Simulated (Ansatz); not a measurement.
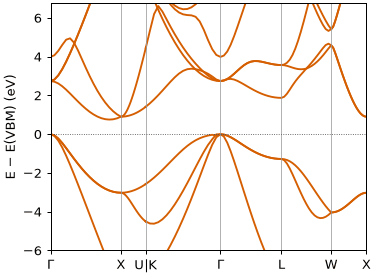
Fig. 1. Band structure from plane-wave PAW r²SCAN+D4 (Ansatz code)

### Question
Read off the gap and where the band edges lie.

### Answer
About 0.8 eV (0.76 eV by a search for the band edges); maximum at Γ, minimum on the Γ–X line, 84 % of the way from Γ.

The material is Si (diamond, Fd-3m).

Symmetry was held in the r²SCAN+D4 relaxation.

Potentials: the later of the program's two PAW sets.
